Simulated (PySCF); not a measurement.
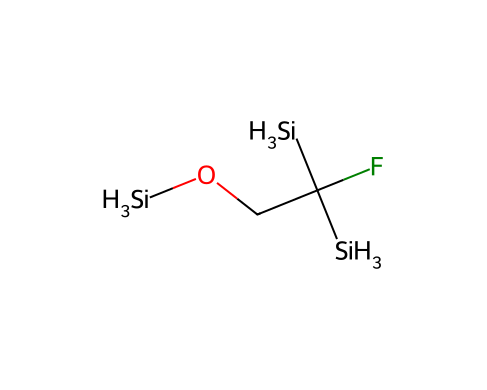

2D structure.

Write the SMILES.

Answer. FC([SiH3])([SiH3])CO[SiH3]

Give the formula, hydrogens included.

Answer. C2H11FOSi3.

An optimisation with GFN2-xTB gave a structure of which point group?

Answer. C1. Other conformers may differ.

The parts below concern this one geometry. Atoms keep their numbers from picture to picture. Computed geometry: GFN2-xTB optimisation. No frequency run is at hand to confirm it as a minimum.

### Geometry

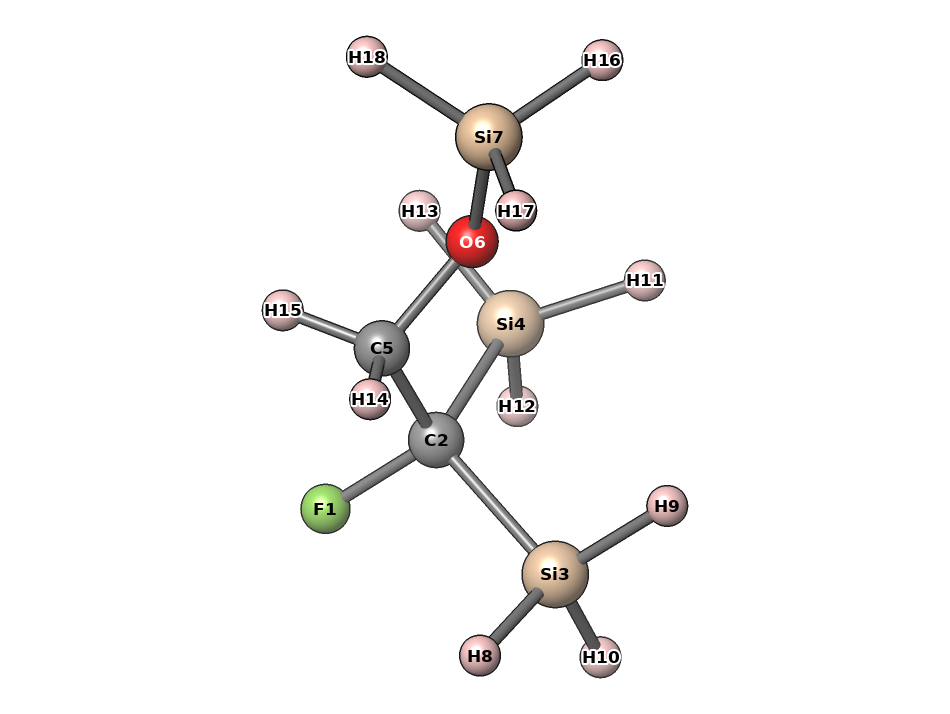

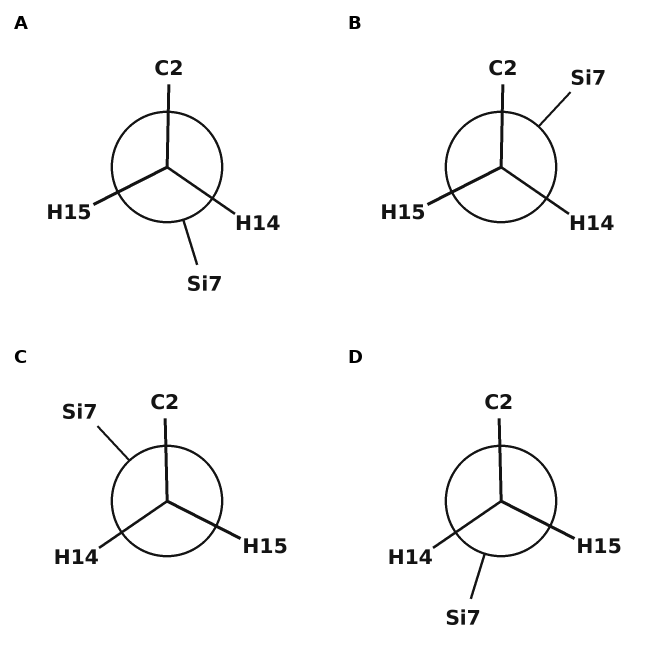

Depth is shown by fading: the farther an atom, the more it takes the colour of the background. Bonds that would overlap in a projection are set slightly apart. No frequency run is at hand to confirm it as a minimum.

Which Newman projection shows the view along C5–O6, with C5 in front?

Answer. D. The torsion angle C2–C5–O6–Si7 is −162°, antiperiplanar (anti).

### Dipole moment

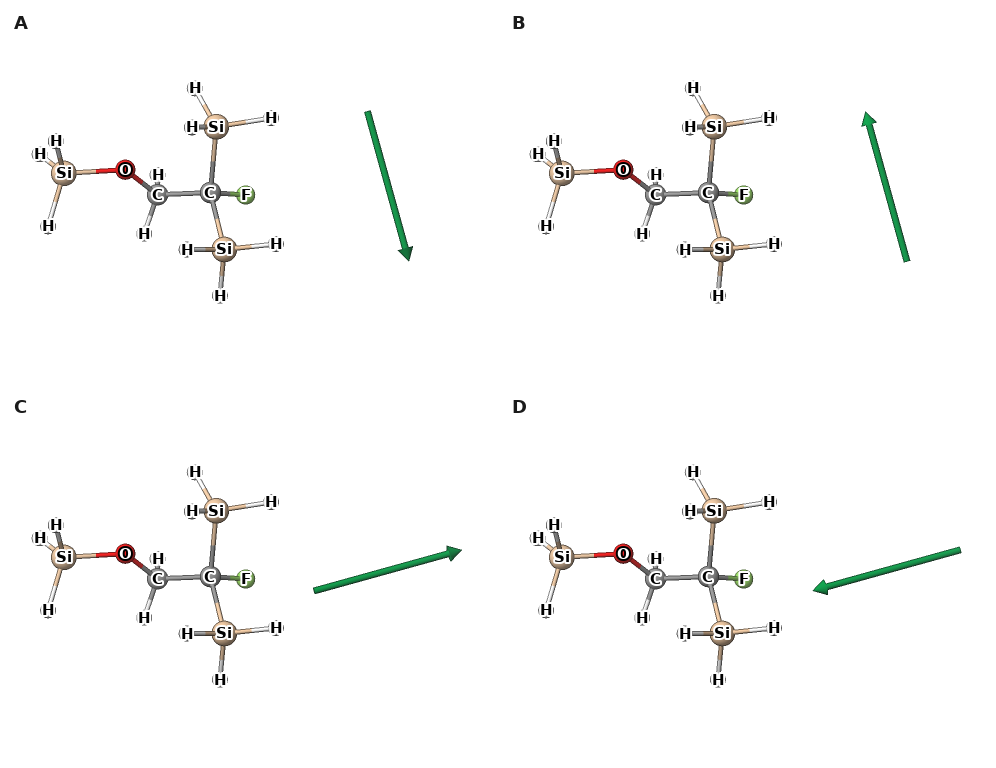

The same molecule four times, each with an arrow. No frequency run is at hand to confirm it as a minimum. Properties computed with PBE0/def2-SVPD, gas phase (PySCF 2.14.0).

Which arrow points along the dipole moment, from the negative to the positive end?

Answer. D. The dipole moment is 2.01 D.

### Excitation

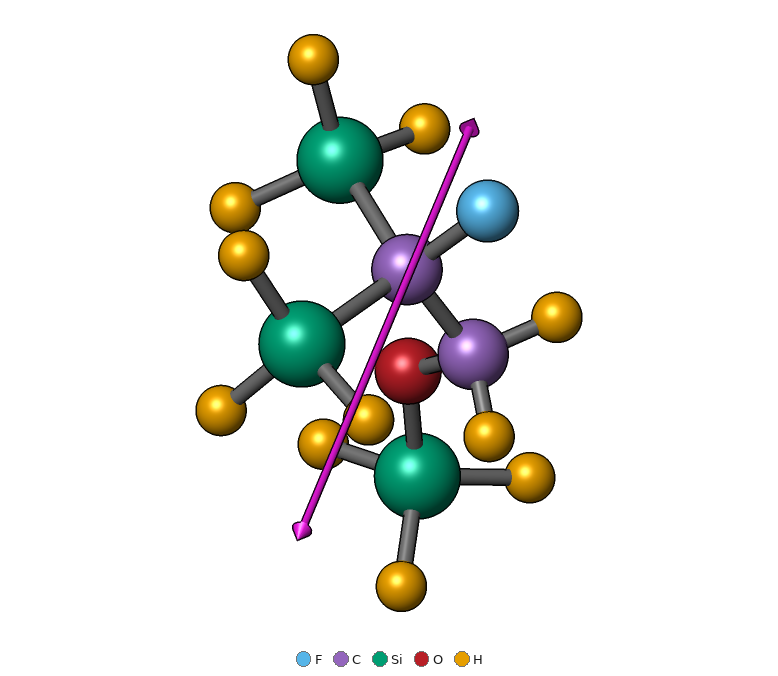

The double arrow shows the direction of the transition dipole to excited singlet state 6 (its length means nothing). No frequency run is at hand to confirm it as a minimum. Method: TDDFT PBE0/def2-SVPD, vertical, gas phase, core orbitals frozen in the response (PySCF 2.14.0).

Give its energy, strength and character.

Answer. 7.53 eV (165 nm), oscillator strength 0.18, of mixed character, with the largest part HOMO → LUMO+2 (weight 0.44); transition dipole 2.48 D.

### Polarisability

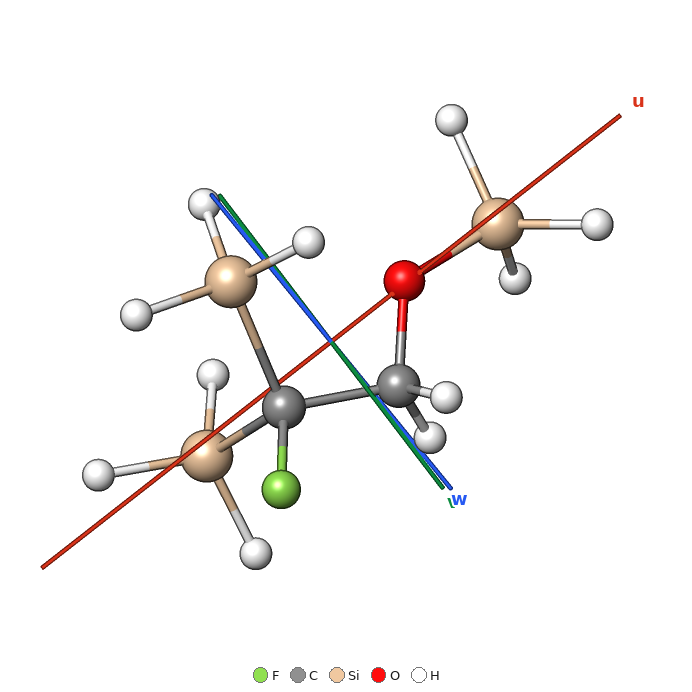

The lines u, v and w are the principal axes of the static dipole polarisability. No frequency run is at hand to confirm it as a minimum. Method: PBE0/def2-SVPD (PySCF 2.14.0).

Along which axis is the molecule most polarisable, and along which least?

Answer. Most along u, least along v.

Give the three principal values.

Answer. u 116.6, v 98.3, w 111.1 bohr³; mean 108.7, anisotropy 16.3 bohr³.

The geometry is semi-empirical. Around Si such bond lengths and angles can be off by a tenth of an ångström or more and by several degrees, and values that hang on the shape move with them.
